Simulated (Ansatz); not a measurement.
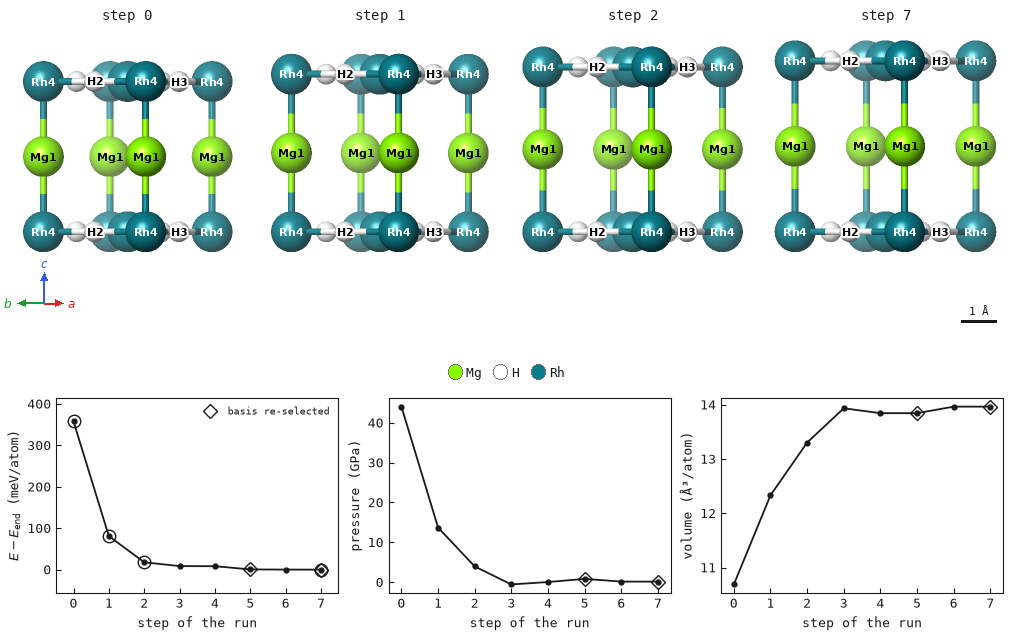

Frames of a relaxation of solid MgH2Rh2 (a generated structure, set up in P4/mmm) (coarse preliminary run), marked on the history of the run. Style: ball-and-stick. Shown: the cell of the calculation, from a free direction.

Theory: DFT PBE, scalar-relativistic, plane waves, PAW in Ansatz. Set-up: plane-wave cutoff 420 eV; k-point mesh 6 × 6 × 4; occupations gaussian; smearing width 0.1 eV; no spin polarisation; cell and atoms relaxed; force threshold 0.04 eV/Å; at most 70 steps.

### Describe the path.

No atom moves by more than 0.005 Å relative to the cell. The volume changes by +30.6 %, with a = b 3.513 → 3.764 Å (+7.1 %), c 4.330 → 4.927 Å (+13.8 %). Among the contacts that change: Mg–Rh 2.165 → 2.463 Å, Rh–Rh 2.484 → 2.662 Å, H–Rh 1.757 → 1.882 Å. The space group stays P4/mmm (No. 123). After 5 accepted moves (7 points after the start) the energy has fallen by 358 meV per atom. All forces vanish by symmetry, so only the cell relaxes. Pressure: 44.04 GPa at the start and 0.13 GPa at the end. The SCF was repeated twice at an unchanged geometry on a basis and grid sized afresh for the cell, which shifted the energy by 7.7 meV per atom at most. From step 0 to 1: volume +15.3 %, energy −277 meV per atom. From step 1 to 2: volume +7.9 %, energy −63.1 meV per atom. From step 2 to 7: volume +5.0 %, energy −17.7 meV per atom.

```
step  E − E(0), meV/atom  pressure, GPa  volume, Å³/atom                      note
   0                0.00          44.04           10.690                          
   1             -276.75          13.71           12.330                          
   2             -339.81           3.93           13.302                          
   3             -349.02          -0.58           13.933                          
   4             -349.32           0.03           13.843                          
   5             -357.00           0.82           13.843  same geometry, new basis
   6             -357.44           0.14           13.963                          
   7             -357.51           0.13           13.963  same geometry, new basis
```
